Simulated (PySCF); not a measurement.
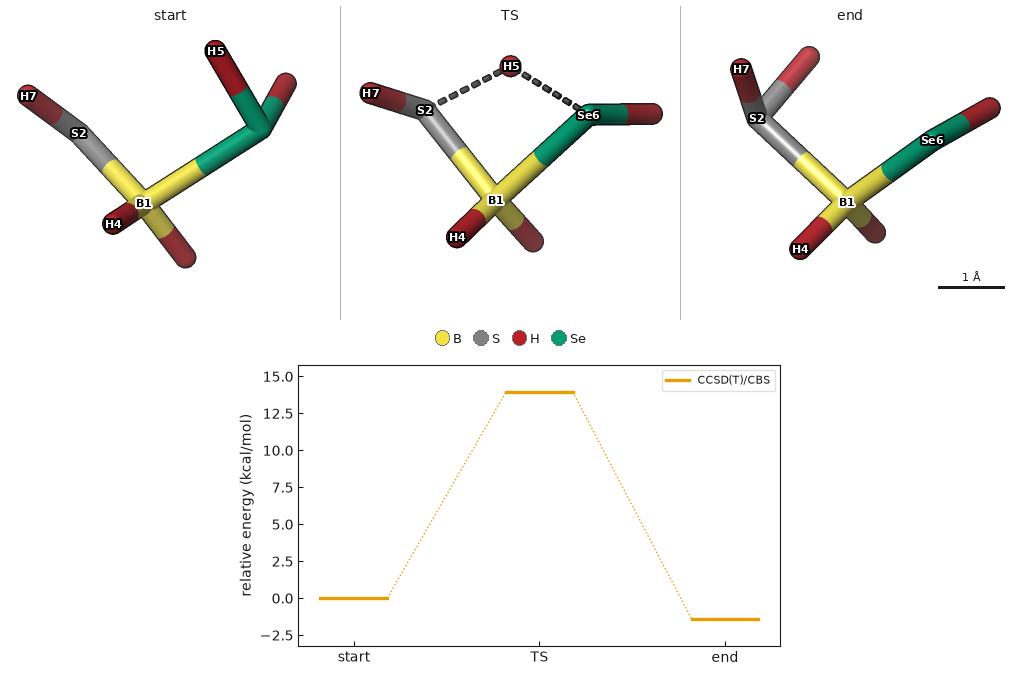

A reaction step of BH5SeS, with its energy diagram. The picture is a stick view, seen face on. Dashed sticks mark bonds that form or break.

Stationary points at PBE0-D4/def2-TZVP, single-point energies with CCSD(T)/CBS (def2-TZVPP where no basis is named; PySCF 2.14.0). The energies are electronic, without zero-point or thermal terms, and both ends are the minima reached downhill from the saddle, with any fragments still in contact. CCSD(T)/CBS stands for a frozen-core estimate: MP2 correlation extrapolated from def2-TZVPP and def2-QZVPP, CCSD(T) minus MP2 from the smaller set.

### Describe the step and its energetics.

From the start over the saddle to the end, a bond forms: H–S (3.45 → 1.71 → 1.35 Å). A bond breaks: H–Se (1.47 → 1.72 → 3.37 Å). Bonds that stay but change much: B–Se (2.29 → 2.16 → 2.01 Å). The saddle has one imaginary mode, 844i cm⁻¹. With CCSD(T)/CBS the barrier is 13.9 kcal/mol from the start and 15.3 kcal/mol from the end, and the end lies 1.4 kcal/mol below the start.
